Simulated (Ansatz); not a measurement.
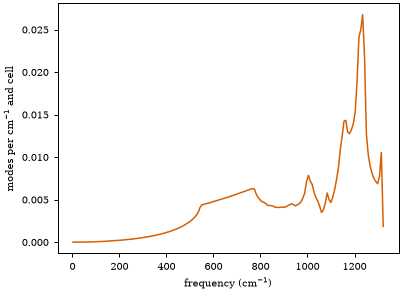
*Phonon density of states of C (diamond, Fd-3m), 2 atoms a cell, PBEsol in the plane-wave PAW code Ansatz*

### Question
Estimate the mean frequency and the zero-point energy.

### Answer
The mean is about 970 cm⁻¹, and (3/2)ħ⟨ω⟩ gives 181 meV/atom.

### Question
What share of the Dulong–Petit heat capacity is reached at 100 K and at 300 K?

### Answer
1 % and 25 %.

Symmetry was held in the PBEsol relaxation.

Potentials: the earlier of the program's two PAW sets. The files were generated under PBE; for other functionals the program regenerates the frozen cores, and for LDA and PBEsol the local potential too.
